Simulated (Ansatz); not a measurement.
**GeBH₅SO: geometry relaxation (part 2 of 2)**

The same run, continued: GeBH₅SO; RKS PBE0/def2-mTZVP (Ansatz 0.2.0). It belongs to a series of runs on one base structure; here: end point B relaxed.

Geometry of the input (Å):
```
O  -0.7416  1.1927  -1.4876
B  0.2507  0.9770  -0.5136
Ge 0.3787  -0.8423  0.3225
S  -1.4051  -1.3166  1.3924
H  -0.3716  1.0028  -2.3863
H  1.0016  1.8565  -0.2050
H  1.6128  -0.8406  1.3516
H  0.7118  -1.8861  -0.7711
H  -2.2786  -1.2621  0.2544
```

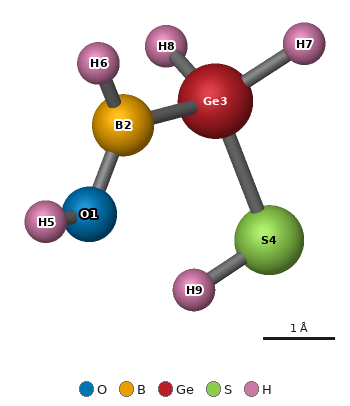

The geometry at step 24 of the log (ball-and-stick view, seen at a tilt; atoms are numbered from 1 in the order of the input).

**Trajectory as extended XYZ, continued**
```
9
Properties=species:S:1:pos:R:3:forces:R:3 step=11 energy=-70146.72818
O    -0.6607    0.9000   -1.6300    0.0055   0.0037   0.0040
B     0.3311    0.8437   -0.7170   -0.0166  -0.0088   0.0055
Ge    0.4980   -0.9300    0.3539   -0.0168   0.0081   0.0046
S    -1.4816   -1.3391    1.3385    0.0126   0.0008  -0.0101
H    -0.7265    1.7483   -2.0858    0.0031  -0.0019   0.0036
H     1.0411    1.7946   -0.5365    0.0046  -0.0034  -0.0096
H     1.4777   -0.8579    1.5378    0.0035  -0.0023   0.0026
H     0.8896   -2.1425   -0.5201    0.0033   0.0029  -0.0002
H    -2.2100   -1.1357    0.2165    0.0008   0.0010  -0.0005
9
Properties=species:S:1:pos:R:3:forces:R:3 step=12 energy=-70146.72856
O    -0.6959    0.9294   -1.5938    0.1085   0.0394   0.0800
B     0.3363    0.8411   -0.7249   -0.0458   0.0256  -0.0836
Ge    0.4882   -0.9279    0.3589   -0.0024   0.0176   0.0228
S    -1.4940   -1.3601    1.3289    0.0355   0.0020  -0.0368
H    -0.7390    1.7723   -2.0636   -0.0022  -0.0317   0.0193
H     1.1042    1.7609   -0.5985   -0.0702  -0.0749  -0.0186
H     1.4572   -0.8323    1.5504    0.0012  -0.0085   0.0088
H     0.9159   -2.1407   -0.5009   -0.0168   0.0272   0.0062
H    -2.2140   -1.1613    0.2007   -0.0078   0.0033   0.0019
9
Properties=species:S:1:pos:R:3:forces:R:3 step=13 energy=-70146.72926
O    -0.7009    0.9309   -1.5873    0.0764   0.0201   0.0501
B     0.3386    0.8373   -0.7298   -0.0292   0.0485  -0.0207
Ge    0.4900   -0.9263    0.3610   -0.0049   0.0020   0.0140
S    -1.4942   -1.3606    1.3238    0.0295  -0.0005  -0.0173
H    -0.7445    1.7742   -2.0557   -0.0037  -0.0201   0.0074
H     1.1091    1.7548   -0.6081   -0.0513  -0.0665  -0.0280
H     1.4542   -0.8317    1.5567    0.0013  -0.0031  -0.0016
H     0.9185   -2.1383   -0.4985   -0.0061   0.0137   0.0059
H    -2.2120   -1.1590    0.1953   -0.0119   0.0059  -0.0098
9
Properties=species:S:1:pos:R:3:forces:R:3 step=14 energy=-70146.73192
O    -0.7354    0.9482   -1.5358   -0.0233   0.0113  -0.0122
B     0.3434    0.8303   -0.7359    0.0127  -0.0315   0.0270
Ge    0.4926   -0.9248    0.3716   -0.0040   0.0249  -0.0159
S    -1.5029   -1.3832    1.2924   -0.0058  -0.0117   0.0019
H    -0.7717    1.7809   -2.0230   -0.0039  -0.0133   0.0069
H     1.1516    1.7158   -0.6818    0.0175  -0.0025  -0.0041
H     1.4371   -0.8212    1.5819   -0.0003   0.0058   0.0037
H     0.9555   -2.1304   -0.4790   -0.0028   0.0093  -0.0010
H    -2.2115   -1.1343    0.1671    0.0098   0.0077  -0.0064
9
Properties=species:S:1:pos:R:3:forces:R:3 step=15 energy=-70146.73371
O    -0.7663    0.9659   -1.4944    0.1012  -0.0064   0.0800
B     0.3475    0.8210   -0.7437   -0.0035   0.0582  -0.0148
Ge    0.4921   -0.9193    0.3822   -0.0144   0.0090  -0.0054
S    -1.5118   -1.3970    1.2712    0.0045  -0.0191   0.0307
H    -0.7915    1.7919   -1.9921   -0.0162   0.0136  -0.0238
H     1.1956    1.6768   -0.7434   -0.0716  -0.0644  -0.0255
H     1.4231   -0.8048    1.6033   -0.0116   0.0043  -0.0171
H     0.9737   -2.1185   -0.4656    0.0177  -0.0109   0.0025
H    -2.2037   -1.1346    0.1398   -0.0062   0.0158  -0.0266
9
Properties=species:S:1:pos:R:3:forces:R:3 step=16 energy=-70146.73079 accepted=F
O    -0.8391    1.0033   -1.3767    0.5813   0.0818   0.1510
B     0.3586    0.8026   -0.7604   -0.2635   0.1230  -0.1397
Ge    0.4966   -0.9224    0.3985    0.0474   0.0092  -0.0043
S    -1.5281   -1.4562    1.2018   -0.1324   0.0869  -0.2835
H    -0.8527    1.8026   -1.9213   -0.0527  -0.0691   0.0509
H     1.2721    1.5915   -0.9022   -0.2829  -0.2134  -0.0115
H     1.3750   -0.7830    1.6568   -0.0018   0.0263  -0.0325
H     1.0691   -2.1074   -0.4206   -0.0302   0.0399   0.0235
H    -2.1927   -1.0496    0.0814    0.1348  -0.0847   0.2461
9
Properties=species:S:1:pos:R:3:forces:R:3 step=17 energy=-70146.73618
O    -0.7887    0.9722   -1.4434    0.0085   0.0199  -0.0004
B     0.3535    0.8156   -0.7427   -0.0416  -0.0178  -0.0273
Ge    0.4930   -0.9221    0.3872    0.0267  -0.0153   0.0325
S    -1.5204   -1.4302    1.2367    0.0220   0.0175  -0.0165
H    -0.8193    1.7842   -1.9641   -0.0125   0.0089   0.0002
H     1.2144    1.6511   -0.8027    0.0070  -0.0351   0.0092
H     1.4075   -0.7925    1.6170    0.0118  -0.0024   0.0193
H     1.0040   -2.1214   -0.4449    0.0176   0.0208  -0.0080
H    -2.1852   -1.0756    0.1141   -0.0395   0.0037  -0.0091
9
Properties=species:S:1:pos:R:3:forces:R:3 step=18 energy=-70146.73869
O    -0.8220    0.9843   -1.3852    0.1540   0.0384   0.0577
B     0.3562    0.7986   -0.7470   -0.1153   0.0091  -0.0905
Ge    0.5003   -0.9268    0.3998    0.0067   0.0371  -0.0501
S    -1.5340   -1.4460    1.1915   -0.0259  -0.0039  -0.0569
H    -0.8507    1.7864   -1.9221   -0.0138  -0.0113   0.0112
H     1.2471    1.5968   -0.8768   -0.0458  -0.0500   0.0058
H     1.3961   -0.7775    1.6418   -0.0236  -0.0092   0.0278
H     1.0648   -2.1059   -0.4294   -0.0204   0.0047   0.0240
H    -2.1989   -1.0287    0.0848    0.0841  -0.0148   0.0710
9
Properties=species:S:1:pos:R:3:forces:R:3 step=19 energy=-70146.73665 accepted=F
O    -0.8580    1.0083   -1.3295    0.4273   0.0085   0.1109
B     0.3609    0.7762   -0.7757   -0.2861   0.1835  -0.0494
Ge    0.5074   -0.9257    0.4053   -0.0002  -0.0984  -0.0076
S    -1.5336   -1.4948    1.1462   -0.1171   0.1534  -0.3196
H    -0.8898    1.8084   -1.8705   -0.0111  -0.0451   0.0177
H     1.2773    1.5405   -0.9664   -0.1508  -0.1381  -0.0248
H     1.3521   -0.7628    1.6833    0.0177   0.0322  -0.0421
H     1.1153   -2.1048   -0.3970   -0.0123   0.0383   0.0438
H    -2.1728   -0.9640    0.0617    0.1327  -0.1344   0.2710
9
Properties=species:S:1:pos:R:3:forces:R:3 step=20 energy=-70146.73357 accepted=F
O    -0.8308    0.9998   -1.3917   -0.1115   0.0651   0.0112
B     0.3443    0.7905   -0.7707    0.1763   0.0409   0.0174
Ge    0.5065   -0.9173    0.3867   -0.0153  -0.1970   0.1641
S    -1.5081   -1.4850    1.1772   -0.1099   0.0365  -0.0535
H    -0.8629    1.8204   -1.8996    0.0019  -0.0427  -0.0322
H     1.2502    1.5669   -0.9060   -0.0206   0.0179  -0.0083
H     1.3483   -0.7757    1.6690    0.0795   0.0654  -0.0798
H     1.0712   -2.1194   -0.4039    0.0640   0.0373  -0.0344
H    -2.1601   -0.9988    0.0963   -0.0645  -0.0234   0.0155
9
Properties=species:S:1:pos:R:3:forces:R:3 step=21 energy=-70146.74131
O    -0.8295    0.9964   -1.3754    0.0514   0.0250   0.0105
B     0.3522    0.7937   -0.7555   -0.0251   0.0140  -0.0188
Ge    0.5005   -0.9245    0.3981    0.0020  -0.0216   0.0062
S    -1.5295   -1.4646    1.1821   -0.0255   0.0065  -0.0412
H    -0.8547    1.7979   -1.9130   -0.0145  -0.0040   0.0059
H     1.2515    1.5781   -0.8959   -0.0167  -0.0248  -0.0093
H     1.3816   -0.7708    1.6506   -0.0004   0.0083   0.0033
H     1.0716   -2.1083   -0.4179    0.0048   0.0077   0.0053
H    -2.1848   -1.0166    0.0843    0.0240  -0.0111   0.0381
9
Properties=species:S:1:pos:R:3:forces:R:3 step=22 energy=-70146.74386
O    -0.8472    1.0187   -1.3381    0.0281   0.0131   0.0123
B     0.3511    0.7823   -0.7652   -0.0089   0.0052  -0.0106
Ge    0.5007   -0.9268    0.4024    0.0008  -0.0136   0.0026
S    -1.5343   -1.4935    1.1523   -0.0149   0.0031  -0.0247
H    -0.8689    1.8157   -1.8825   -0.0104  -0.0026   0.0016
H     1.2694    1.5334   -0.9535   -0.0075  -0.0153  -0.0056
H     1.3631   -0.7493    1.6654   -0.0023   0.0065  -0.0019
H     1.1044   -2.1062   -0.3960    0.0053   0.0093   0.0053
H    -2.1796   -0.9931    0.0725    0.0098  -0.0057   0.0210
9
Properties=species:S:1:pos:R:3:forces:R:3 step=23 energy=-70146.74605
O    -0.8718    1.0534   -1.2812    0.1660  -0.0264   0.0492
B     0.3509    0.7640   -0.7818   -0.0754   0.0717  -0.0350
Ge    0.5002   -0.9303    0.4076    0.0112  -0.0194   0.0022
S    -1.5411   -1.5384    1.1073   -0.0192   0.0330  -0.0713
H    -0.8881    1.8415   -1.8384   -0.0098   0.0020   0.0028
H     1.2951    1.4667   -1.0379   -0.0798  -0.0552  -0.0033
H     1.3336   -0.7159    1.6863   -0.0109   0.0029  -0.0193
H     1.1554   -2.1014   -0.3638   -0.0081   0.0194   0.0167
H    -2.1754   -0.9581    0.0592    0.0261  -0.0279   0.0580
9
Properties=species:S:1:pos:R:3:forces:R:3 step=24 energy=-70146.74676
O    -0.8768    1.0627   -1.2631    0.1185  -0.0010   0.0443
B     0.3493    0.7619   -0.7828   -0.0085   0.0336  -0.0606
Ge    0.5013   -0.9291    0.4097    0.0016  -0.0270   0.0194
S    -1.5413   -1.5543    1.0899   -0.0327   0.0467  -0.0796
H    -0.8927    1.8478   -1.8247   -0.0130  -0.0002  -0.0031
H     1.3005    1.4441   -1.0682   -0.0912  -0.0418   0.0179
H     1.3243   -0.7068    1.6941   -0.0095   0.0016  -0.0206
H     1.1677   -2.0989   -0.3531    0.0007   0.0255   0.0108
H    -2.1733   -0.9461    0.0555    0.0341  -0.0374   0.0714
9
Properties=species:S:1:pos:R:3:forces:R:3 step=25 energy=-70146.74756
O    -0.8818    1.0714   -1.2399    0.0269   0.0249  -0.0058
B     0.3495    0.7500   -0.7945    0.0612   0.0343   0.0243
Ge    0.5030   -0.9305    0.4109   -0.0031  -0.0368   0.0037
S    -1.5431   -1.5715    1.0657   -0.0417   0.0560  -0.0914
H    -0.9000    1.8580   -1.7992   -0.0180  -0.0055  -0.0116
H     1.3032    1.4172   -1.1028   -0.0709  -0.0383   0.0028
H     1.3098   -0.6925    1.7026   -0.0055   0.0064  -0.0188
H     1.1909   -2.0959   -0.3376    0.0024   0.0075   0.0118
H    -2.1726   -0.9250    0.0522    0.0487  -0.0486   0.0851
9
Properties=species:S:1:pos:R:3:forces:R:3 step=26 energy=-70146.74823
O    -0.8852    1.0792   -1.2225   -0.0212   0.0351  -0.0285
B     0.3484    0.7468   -0.7949    0.0609  -0.0207   0.0183
Ge    0.5031   -0.9339    0.4099   -0.0001  -0.0134   0.0206
S    -1.5448   -1.5848    1.0484   -0.0323   0.0501  -0.0874
H    -0.9033    1.8597   -1.7907   -0.0197  -0.0025   0.0015
H     1.3020    1.3994   -1.1244   -0.0234  -0.0072   0.0017
H     1.2993   -0.6843    1.7055    0.0026   0.0035  -0.0044
H     1.2087   -2.0948   -0.3278   -0.0045   0.0017   0.0031
H    -2.1695   -0.9060    0.0539    0.0377  -0.0465   0.0750
9
Properties=species:S:1:pos:R:3:forces:R:3 step=27 energy=-70146.74863
O    -0.8890    1.0852   -1.2064   -0.0003   0.0210  -0.0194
B     0.3487    0.7405   -0.7982    0.0009  -0.0300   0.0094
Ge    0.5063   -0.9363    0.4121   -0.0146  -0.0042  -0.0168
S    -1.5454   -1.6040    1.0195   -0.0376   0.0392  -0.0505
H    -0.9092    1.8632   -1.7779   -0.0136  -0.0065   0.0085
H     1.3008    1.3819   -1.1461    0.0153   0.0143  -0.0067
H     1.2946   -0.6711    1.7093   -0.0070  -0.0027   0.0105
H     1.2238   -2.0971   -0.3132    0.0031   0.0071   0.0017
H    -2.1718   -0.8810    0.0583    0.0539  -0.0382   0.0632
9
Properties=species:S:1:pos:R:3:forces:R:3 step=28 energy=-70146.74884
O    -0.8928    1.0885   -1.1981    0.0394   0.0021   0.0002
B     0.3482    0.7333   -0.8051   -0.0685  -0.0165   0.0053
Ge    0.5070   -0.9409    0.4093   -0.0055  -0.0133   0.0039
S    -1.5445   -1.6275    0.9960   -0.0479   0.0803  -0.0998
H    -0.9150    1.8681   -1.7675   -0.0073  -0.0120   0.0088
H     1.2992    1.3683   -1.1640    0.0356   0.0189  -0.0119
H     1.2764   -0.6633    1.7154    0.0096   0.0031   0.0031
H     1.2438   -2.0979   -0.3021   -0.0009   0.0091   0.0020
H    -2.1635   -0.8474    0.0733    0.0457  -0.0718   0.0884
9
Properties=species:S:1:pos:R:3:forces:R:3 step=29 energy=-70146.74911
O    -0.8922    1.0842   -1.2012    0.0190   0.0097  -0.0017
B     0.3479    0.7332   -0.8033   -0.0303  -0.0161   0.0025
Ge    0.5071   -0.9417    0.4098   -0.0035   0.0055  -0.0057
S    -1.5458   -1.6258    0.9940   -0.0307   0.0419  -0.0585
H    -0.9149    1.8642   -1.7700   -0.0079  -0.0086   0.0046
H     1.2993    1.3712   -1.1591    0.0184   0.0110  -0.0051
H     1.2790   -0.6653    1.7148    0.0019  -0.0002   0.0047
H     1.2457   -2.0952   -0.3052   -0.0067   0.0006   0.0041
H    -2.1674   -0.8435    0.0775    0.0398  -0.0438   0.0551
9
Properties=species:S:1:pos:R:3:forces:R:3 step=30 energy=-70146.74928
O    -0.8920    1.0820   -1.2029    0.0041   0.0095  -0.0038
B     0.3476    0.7338   -0.8026    0.0056  -0.0077   0.0001
Ge    0.5072   -0.9410    0.4103    0.0002  -0.0020  -0.0056
S    -1.5454   -1.6297    0.9886   -0.0122   0.0139  -0.0166
H    -0.9156    1.8610   -1.7727   -0.0081  -0.0017   0.0015
H     1.2995    1.3740   -1.1568   -0.0027  -0.0019   0.0015
H     1.2800   -0.6663    1.7155   -0.0027   0.0000   0.0020
H     1.2438   -2.0951   -0.3054    0.0006   0.0029   0.0025
H    -2.1664   -0.8374    0.0834    0.0152  -0.0130   0.0185
9
Properties=species:S:1:pos:R:3:forces:R:3 step=31 energy=-70146.74940
O    -0.8936    1.0819   -1.1988    0.0037   0.0031  -0.0027
B     0.3472    0.7305   -0.8048    0.0103   0.0027   0.0011
Ge    0.5081   -0.9430    0.4095    0.0019   0.0001  -0.0033
S    -1.5458   -1.6382    0.9753   -0.0084   0.0087  -0.0126
H    -0.9188    1.8606   -1.7688   -0.0058   0.0016   0.0004
H     1.2991    1.3690   -1.1630   -0.0081  -0.0071   0.0013
H     1.2744   -0.6631    1.7178   -0.0028   0.0004  -0.0004
H     1.2527   -2.0950   -0.3009   -0.0017   0.0009   0.0029
H    -2.1645   -0.8214    0.0911    0.0109  -0.0104   0.0133
9
Properties=species:S:1:pos:R:3:forces:R:3 step=32 energy=-70146.74944
O    -0.8970    1.0848   -1.1867    0.0114  -0.0048   0.0116
B     0.3467    0.7242   -0.8093    0.0048   0.0063  -0.0221
Ge    0.5099   -0.9466    0.4081    0.0030  -0.0031   0.0105
S    -1.5459   -1.6624    0.9416   -0.0292   0.0545  -0.0544
H    -0.9259    1.8625   -1.7577    0.0008   0.0050  -0.0026
H     1.2990    1.3531   -1.1842   -0.0151  -0.0075   0.0089
H     1.2595   -0.6533    1.7240   -0.0030  -0.0008  -0.0053
H     1.2729   -2.0950   -0.2877   -0.0040   0.0047   0.0026
H    -2.1604   -0.7861    0.1093    0.0314  -0.0542   0.0508
9
Properties=species:S:1:pos:R:3:forces:R:3 step=33 energy=-70146.74953
O    -0.8958    1.0847   -1.1895    0.0040  -0.0058  -0.0001
B     0.3474    0.7238   -0.8117    0.0048   0.0185   0.0088
Ge    0.5095   -0.9459    0.4075    0.0017  -0.0072   0.0007
S    -1.5454   -1.6599    0.9463   -0.0139   0.0224  -0.0249
H    -0.9241    1.8640   -1.7586   -0.0001   0.0035  -0.0021
H     1.2994    1.3565   -1.1800   -0.0094  -0.0118  -0.0023
H     1.2602   -0.6538    1.7228   -0.0001   0.0024  -0.0051
H     1.2701   -2.0953   -0.2891   -0.0015   0.0008   0.0033
H    -2.1625   -0.7926    0.1096    0.0144  -0.0228   0.0216
9
Properties=species:S:1:pos:R:3:forces:R:3 step=34 energy=-70146.74963
O    -0.8964    1.0885   -1.1843   -0.0012   0.0043  -0.0022
B     0.3471    0.7232   -0.8125    0.0023  -0.0085   0.0061
Ge    0.5094   -0.9463    0.4075   -0.0007   0.0025  -0.0020
S    -1.5454   -1.6661    0.9378   -0.0002  -0.0013  -0.0003
H    -0.9245    1.8668   -1.7547   -0.0010  -0.0004   0.0007
H     1.2998    1.3488   -1.1886    0.0009   0.0023  -0.0031
H     1.2563   -0.6494    1.7238   -0.0003   0.0002   0.0000
H     1.2746   -2.0951   -0.2845    0.0005   0.0004   0.0007
H    -2.1621   -0.7893    0.1128   -0.0002   0.0003   0.0003
9
Properties=species:S:1:pos:R:3:forces:R:3 step=35 energy=-70146.74969
O    -0.8976    1.0933   -1.1760    0.0001   0.0044  -0.0041
B     0.3470    0.7200   -0.8160    0.0004  -0.0121   0.0057
Ge    0.5098   -0.9477    0.4066   -0.0017   0.0055   0.0006
S    -1.5453   -1.6786    0.9208   -0.0026   0.0046  -0.0062
H    -0.9264    1.8705   -1.7480    0.0001  -0.0008   0.0027
H     1.3005    1.3381   -1.2024    0.0009   0.0046  -0.0037
H     1.2475   -0.6427    1.7266   -0.0003  -0.0002  -0.0004
H     1.2852   -2.0944   -0.2767   -0.0009  -0.0002  -0.0002
H    -2.1620   -0.7771    0.1225    0.0040  -0.0059   0.0056
9
Properties=species:S:1:pos:R:3:forces:R:3 step=36 energy=-70146.74968 accepted=F
O    -0.8988    1.1008   -1.1651    0.0082   0.0046  -0.0002
B     0.3471    0.7151   -0.8222   -0.0075  -0.0100   0.0017
Ge    0.5098   -0.9487    0.4056   -0.0004  -0.0047   0.0030
S    -1.5444   -1.7002    0.8944   -0.0135   0.0390  -0.0296
H    -0.9281    1.8779   -1.7372    0.0013  -0.0037   0.0016
H     1.3016    1.3219   -1.2240   -0.0020   0.0050  -0.0014
H     1.2336   -0.6316    1.7311   -0.0015  -0.0003  -0.0025
H     1.2990   -2.0936   -0.2643    0.0011   0.0032   0.0002
H    -2.1610   -0.7602    0.1390    0.0142  -0.0330   0.0271
9
Properties=species:S:1:pos:R:3:forces:R:3 step=37 energy=-70146.74971
O    -0.8978    1.0968   -1.1710    0.0013   0.0031  -0.0008
B     0.3474    0.7172   -0.8192   -0.0017  -0.0051   0.0023
Ge    0.5100   -0.9482    0.4061   -0.0025   0.0040  -0.0029
S    -1.5448   -1.6889    0.9076   -0.0048   0.0053  -0.0053
H    -0.9266    1.8743   -1.7425    0.0010  -0.0018   0.0008
H     1.3012    1.3304   -1.2129   -0.0002   0.0024  -0.0016
H     1.2410   -0.6370    1.7286   -0.0016  -0.0007  -0.0002
H     1.2925   -2.0937   -0.2708   -0.0011  -0.0002   0.0009
H    -2.1640   -0.7696    0.1314    0.0096  -0.0070   0.0067
```
